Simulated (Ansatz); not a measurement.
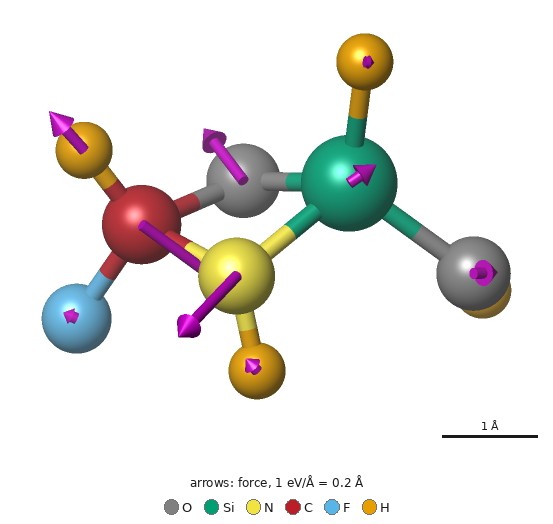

Starting geometry of CH4FNO2Si (coarse preliminary run) with the computed forces as purple arrows. The picture is a ball-and-stick view, seen at a tilt.

The start comes from a force field.

All numbers below come from RKS PBE-D4/def2-SVP in Ansatz 0.2.0.

The input:
```yaml
crystal:
  periodic: [false, false, false]
  atoms:
    - {symbol: O, position_ang: [-0.712900, -2.016000, 0.412700]}
    - {symbol: Si, position_ang: [0.083800, -0.883100, -0.470800]}
    - {symbol: N, position_ang: [0.798800, 0.150800, 0.597400]}
    - {symbol: C, position_ang: [0.342800, 1.315000, -0.100700]}
    - {symbol: F, position_ang: [-0.240000, 2.191600, 0.752800]}
    - {symbol: O, position_ang: [-0.769400, 0.511200, -0.729200]}
    - {symbol: H, position_ang: [-1.695600, -1.841600, 0.400900]}
    - {symbol: H, position_ang: [0.985300, -1.309800, -1.584200]}
    - {symbol: H, position_ang: [0.353300, 0.055700, 1.537200]}
    - {symbol: H, position_ang: [0.937000, 1.774900, -0.813100]}
basis:
  gaussian: {orbitals: def2-SVP}
hamiltonian: {xc: pbe, dispersion: d4}
relax: {f_tol: 0.03, max_steps: 200}
```

Command:
```bash
ansatz run in.yaml --threads 4 --pin off --events-out ev --progress --plain --max-ram 10444MiB
```

### Is this structure relaxed? If not, where do the atoms go?

It isn't relaxed: the largest force vector, on C4, is 6.86 eV/Å. The final displacements have little in common with the starting forces (cosine between the two patterns 0.18). The energy falls by 41.0 kcal/mol in 13 accepted moves (14 points after the start). The largest force component goes from 4.9 to 0.0043 eV/Å. The line search rejected the trial step at point 10 of the run. H9 moves most after the best rigid fit: 1.03 Å. Largest moves by element: H 1.03 Å, O 0.56 Å, F 0.55 Å, C 0.19 Å, N 0.10 Å, Si 0.06 Å. Among the contacts that change: C4–O6 1.509 → 1.416 Å, Si2–N3 1.650 → 1.738 Å, C4–H10 1.035 → 1.116 Å, Si2–O6 1.655 → 1.722 Å. Among the angles between lasting bonds that change: Si2–N3–H9 109.9° → 145.5°, O1–Si2–H8 119.7° → 103.4°, O1–Si2–N3 107.1° → 120.7°. Groups turn about O1–Si2 by about 60°. Cost: 17 s on 4 threads of Arm Neoverse V2 (shared host).
